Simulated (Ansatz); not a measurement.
# SiH2ClO (SMILES O[SiH]Cl) at 6 levels

Aim: a comparison of 6 runs (UHF/def2-SVP, UHF/6-311G**, UB3LYP/6-31G*, UPBE0/def2-SVP, USVWN5/def2-SVP) of SiH2ClO. 

The calculation is run with Ansatz 0.2.0.

### Step 1. The system as given

SiH2ClO has 5 atoms, charge 0, and is taken as a doublet. SMILES: `O[SiH]Cl`. The coordinates come from a PBE0-D4/def2-TZVP relaxation. This is one conformer, not always the lowest.

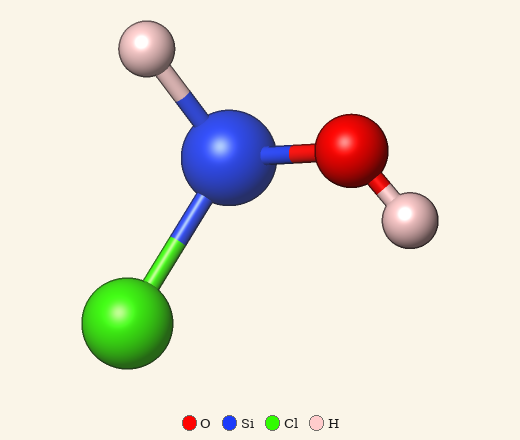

The structure, seen from a chosen angle (oxygen red, silicon blue, chlorine green, hydrogen pink).

### Step 2. Energy and gradient at UHF/def2-SVP (run 1)

job.yaml reads:

```yaml
crystal:
  periodic: [false, false, false]
  atoms:
    - symbol: O
      position_ang: [-0.806100, -0.432000, -0.746500]
    - symbol: Si
      position_ang: [-0.092300, 0.479800, 0.414000]
    - symbol: Cl
      position_ang: [1.606600, -0.440800, 1.143600]
    - symbol: H
      position_ang: [-1.024100, -1.343200, -0.540000]
    - symbol: H
      position_ang: [0.316000, 1.736300, -0.271100]
basis:
  gaussian: {orbitals: def2-SVP}
magnetization: {spin_polarized: true, initial_magnetization: 1}
hamiltonian: {xc: hf}
accuracy: high
output: {forces: true, orbitals: {seedname: orbitals}}
```

Launch:

```bash
$ ansatz run job.yaml --threads 1 --pin off --max-ram 2610MiB --events-out events.jsonl --progress --plain --runs-dir runs
```

Output:

```text
Warning: RAYON_NUM_THREADS=1 ignored (pool sized by the plan → 1); use --threads N
Functional definition: HF
  name "HF"
  exchange = exact_x
  correlation = 0
1172 factors; integrals over basis functions are off by at most 4.4e-9 eV
mean field evaluation 1: about -22425.5831 eV, gradient 2.3e1 eV
mean field evaluation 2: about -22425.5916 eV, gradient 2.3e1 eV
mean field evaluation 4: about -22427.9224 eV, gradient 2.1e0 eV
mean field evaluation 8: about -22427.9814 eV, gradient 1.7e-3 eV
mean field -22427.98143241 eV, -824.2131154091 hartree, gradient 2.1e-8 eV, S^2 0.753825; 0 other end points of the search recorded, 0 dependent functions left out
the calculation of the forces begins
reference -22427.98143241 eV, -824.2131154091 hartree; 21, 20 occupied and 39, 40 virtual orbitals, 1172 factors
Total energy: -22427.98143241 eV, -824.2131154091 hartree
Atom 0 at    -0.806100    -0.432000    -0.746500 Å, force    -0.223082    -1.005804     0.253692 eV/Å
Atom 1 at    -0.092300     0.479800     0.414000 Å, force    -0.026174     0.592047    -0.341564 eV/Å
Atom 2 at     1.606600    -0.440800     1.143600 Å, force     0.234535    -0.184316     0.132949 eV/Å
Atom 3 at    -1.024100    -1.343200    -0.540000 Å, force     0.116162     0.746759    -0.270357 eV/Å
Atom 4 at     0.316000     1.736300    -0.271100 Å, force    -0.101441    -0.148686     0.225279 eV/Å
Dipole moment:    -0.301681    -0.104651     0.101481 e Å
```

It took 1.4 s on 1 thread of Intel Xeon Platinum 8559C (Emerald Rapids), shared host.

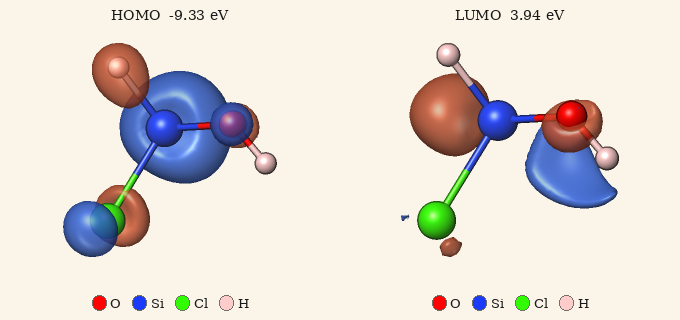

Frontier orbitals of this run (spin up), surfaces at ±0.2 Å^-3/2.

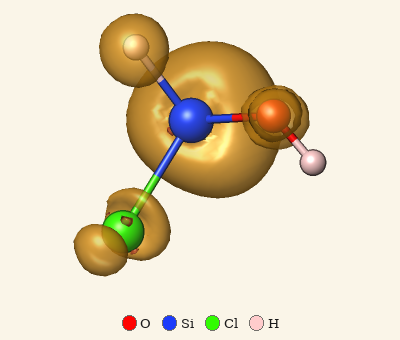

Spin density, surfaces at ±0.03 e/Å³.

### Step 3. Energy and gradient at UHF/6-311G(d,p) (run 2)

job.yaml reads:

```yaml
crystal:
  periodic: [false, false, false]
  atoms:
    - {symbol: O, position_ang: [-0.806100, -0.432000, -0.746500]}
    - {symbol: Si, position_ang: [-0.092300, 0.479800, 0.414000]}
    - {symbol: Cl, position_ang: [1.606600, -0.440800, 1.143600]}
    - {symbol: H, position_ang: [-1.024100, -1.343200, -0.540000]}
    - {symbol: H, position_ang: [0.316000, 1.736300, -0.271100]}
basis:
  gaussian:
    orbitals: 6-311Gss-spherical.json
magnetization:
  spin_polarized: true
  initial_magnetization: 1
hamiltonian:
  xc: hf
accuracy: high
output: {forces: true, orbitals: {seedname: orbitals}}
```

The basis set 6-311G** is read from a file made from the Basis Set Exchange's data (not shown).

Launch:

```bash
$ ansatz run job.yaml --threads 1 --pin off --max-ram 2610MiB --events-out events.jsonl --progress --plain --runs-dir runs
```

Output:

```text
Warning: RAYON_NUM_THREADS=1 ignored (pool sized by the plan → 1); use --threads N
Functional definition: HF
  name "HF"
  exchange = exact_x
  correlation = 0
1456 factors; integrals over basis functions are off by at most 2.2e-8 eV
mean field evaluation 1: about -22434.3821 eV, gradient 2.4e1 eV
mean field evaluation 2: about -22434.3891 eV, gradient 2.4e1 eV
mean field evaluation 4: about -22436.9350 eV, gradient 2.2e0 eV
mean field evaluation 8: about -22437.0071 eV, gradient 1.5e-1 eV
mean field -22437.00766293 eV, -824.5448232627 hartree, gradient 6.3e-8 eV, S^2 0.753964; 0 other end points of the search recorded, 0 dependent functions left out
the calculation of the forces begins
reference -22437.00766293 eV, -824.5448232627 hartree; 21, 20 occupied and 61, 62 virtual orbitals, 1456 factors
Total energy: -22437.00766293 eV, -824.5448232627 hartree
Atom 0 at    -0.806100    -0.432000    -0.746500 Å, force    -0.045778    -0.998719     0.665070 eV/Å
Atom 1 at    -0.092300     0.479800     0.414000 Å, force    -0.215807     0.393648    -0.626007 eV/Å
Atom 2 at     1.606600    -0.440800     1.143600 Å, force     0.156046    -0.119012     0.052333 eV/Å
Atom 3 at    -1.024100    -1.343200    -0.540000 Å, force     0.169823     0.969044    -0.352319 eV/Å
Atom 4 at     0.316000     1.736300    -0.271100 Å, force    -0.064285    -0.244962     0.260922 eV/Å
Dipole moment:    -0.369993    -0.058526     0.111877 e Å
```

It took 2.9 s on 1 thread of Intel Xeon Platinum 8559C (Emerald Rapids), shared host.

Runs 3 to 5 aren't shown in full; the table further down has their settings and results.

### Step 4. Energy and forces at USVWN5/def2-SVP (run 6)

run.yaml reads:

```yaml
crystal:
  periodic: [false, false, false]
  atoms:
    - {symbol: O, position_ang: [-0.806100, -0.432000, -0.746500]}
    - {symbol: Si, position_ang: [-0.092300, 0.479800, 0.414000]}
    - {symbol: Cl, position_ang: [1.606600, -0.440800, 1.143600]}
    - {symbol: H, position_ang: [-1.024100, -1.343200, -0.540000]}
    - {symbol: H, position_ang: [0.316000, 1.736300, -0.271100]}
basis:
  gaussian: {orbitals: def2-SVP}
total_charge: 0
magnetization: {spin_polarized: true, initial_magnetization: 1}
hamiltonian: {xc: {name: SVWN5}}
accuracy: high
output: {forces: true, orbitals: {seedname: orbitals}}
```

Launch:

```bash
$ ansatz run run.yaml --threads 1 --pin off --max-ram 2610MiB --events-out events.jsonl --progress --plain --runs-dir runs
```

Output:

```text
Warning: RAYON_NUM_THREADS=1 ignored (pool sized by the plan → 1); use --threads N
Functional definition: SVWN5
  name "SVWN5"
  exchange = slater_x
  correlation = vwn5_c
1172 factors; integrals over basis functions are off by at most 4.4e-9 eV
mean field evaluation 1: about -22380.8669 eV, gradient 3.8e1 eV
mean field evaluation 2: about -22334.3804 eV, gradient 1.1e2 eV
mean field evaluation 4: about -22385.9158 eV, gradient 4.6e0 eV
mean field evaluation 8: about -22386.0198 eV, gradient 8.2e-2 eV
mean field evaluation 16: about -22386.0198 eV, gradient 1.0e-5 eV
mean field -22386.01980905 eV, -822.6710541934 hartree, gradient 4.4e-8 eV, S^2 0.750810; 0 other end points of the search recorded, 0 dependent functions left out
the calculation of the forces begins
reference -22386.01981155 eV, -822.6710542851 hartree; 21, 20 occupied and 39, 40 virtual orbitals, 1172 factors
Total energy: -22386.01981155 eV, -822.6710542851 hartree
Atom 0 at    -0.806100    -0.432000    -0.746500 Å, force    -0.029604     0.437721    -0.611261 eV/Å
Atom 1 at    -0.092300     0.479800     0.414000 Å, force    -0.059942     0.097781     0.589872 eV/Å
Atom 2 at     1.606600    -0.440800     1.143600 Å, force     0.195563    -0.094720     0.065468 eV/Å
Atom 3 at    -1.024100    -1.343200    -0.540000 Å, force    -0.211174    -0.759192     0.166472 eV/Å
Atom 4 at     0.316000     1.736300    -0.271100 Å, force     0.105157     0.318410    -0.210550 eV/Å
Dipole moment:    -0.213056    -0.180396    -0.005420 e Å
```

Run time: 2.4 s. Hardware: 1 thread of Intel Xeon Platinum 8559C (Emerald Rapids), shared host.

### Step 5. Overview of the runs

| run | level | Cartesian functions | energy (Eh) | dipole moment (D) | HOMO energy (eV) | LUMO energy (eV) | wall time |
| --- | --- | --- | --- | --- | --- | --- | --- |
| 1 | UHF/def2-SVP | no | -824.213115 | 1.61 | -9.33 | 1.36 | 1.4 s |
| 2 | UHF/6-311G** | no | -824.544823 | 1.88 | -9.51 | 1.07 | 2.9 s |
| 3 | UB3LYP/6-31G* (spherical functions) | no | -826.141581 | 1.54 | -5.92 | -2.87 | 6 s |
| 4 | UB3LYP/6-31G* (Cartesian functions) | yes | -826.147935 | 1.53 | -5.93 | -2.87 | 5.4 s |
| 5 | UPBE0/def2-SVP | no | -825.506534 | 1.40 | -6.14 | -2.40 | 6.3 s |
| 6 | USVWN5/def2-SVP | no | -822.671054 | 1.34 | -4.78 | -3.61 | 2.4 s |

### Step 6. Summary of results

| quantity | value |
| --- | --- |
| run 6: total energy | -822.67105 Eh |
| run 6: dipole moment | 1.34 D |
| run 6: HOMO energy (highest over α and β) | -4.78 eV |
| run 6: LUMO energy (lowest over α and β) | -3.61 eV |
| run 6: ⟨S²⟩ | 0.751 |
| run 6: largest force on an atom | 0.805 eV/Å |

**Reading.** The dipole moment (its size) runs from 1.34 D (USVWN5/def2-SVP) to 1.88 D (UHF/6-311G**). The two ends differ in method and basis. Totals of different functionals can't be ranked against each other. All runs together took 24 s, the longest 6.3 s.
